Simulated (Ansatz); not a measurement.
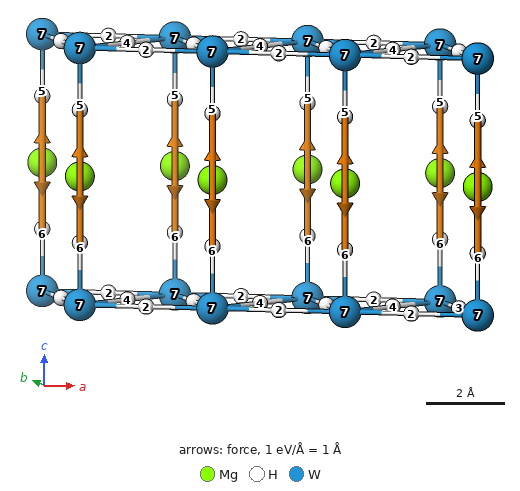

Starting geometry of crystalline MgH₅W (a generated structure, set up in P6/mmm) (coarse preliminary run) with the computed forces as orange arrows. Style: ball-and-stick. Shown: the cell of the calculation, repeated 3 × 1 × 1 with one cell outlined, slightly off an axis.

Theory: Ansatz 0.2.0, DFT PBE, scalar-relativistic, plane waves, PAW.

Input
```yaml
crystal:
  lattice:
    - [3.52040572, 0.0, 0.0]
    - [-1.76020286, 3.04876079, 0.0]
    - [0.0, 0.0, 6.65114746]
  atoms:
    - { symbol: Mg, position: [0.0, 0.0, 0.5] }
    - { symbol: H, position: [0.5, 0.0, 0.0] }
    - { symbol: H, position: [0.0, 0.5, 0.0] }
    - { symbol: H, position: [0.5, 0.5, 0.0] }
    - { symbol: H, position: [0.0, 0.0, 0.75887686] }
    - { symbol: H, position: [0.0, 0.0, 0.24112314] }
    - { symbol: W, position: [0.0, 0.0, 0.0] }
basis:
  ecutwfc: 420
kpoints:
  mp_grid: { grid: [6, 6, 4] }
hamiltonian:
  xc: pbe
scf:
  occupations: { method: gaussian, width: 0.1 }
  lower_state_search: "off"
output:
  forces: true
  stress: true
  eigenvalues: true
relax:
  adjacent_minimum: "off"
  f_tol: 0.04
  max_steps: 70
  cell: { stress_tol: 0.4 }
```

Command:
```bash
ansatz run input.yaml --threads 1 --pin off --max-ram 2048MiB --backend cpu --events-out ev --progress --plain --runs-dir out
```

### Is this structure relaxed? If not, where do the atoms go?

It isn't relaxed: the largest force vector, on H atoms, is 2.61 eV/Å. The atoms end up moving mostly along the starting forces (cosine between the two patterns 1.00). The largest moves relative to the cell, 0.041 Å, are those of H5 and H6. H5 goes along −c. Mg and W stay in place. The drawn cell changes as follows: a = b 3.520 → 3.609 Å (+2.5 %), c 6.651 → 7.281 Å (+9.5 %); the volume changes by +15.1 %. Near-neighbour distances that change, for instance: H5–W7 1.604 → 1.796 Å, Mg1–H5 1.722 → 1.844 Å, H2–W7 1.760 → 1.805 Å. The space group stays P6/mmm (No. 191). The energy falls by 91.9 meV per atom in 4 accepted moves (5 points after the start). Largest force component: 2.6 eV/Å at the start, 0.01 eV/Å at the end. The pressure goes from 13.62 to 0.01 GPa. At 1 point the geometry stayed and the basis and grid were re-selected for the new cell (energy shift of 2.1 meV per atom at most each time). The run took 11 s on 1 thread of Arm Neoverse V2 (shared host), peak memory 0.35 GiB.
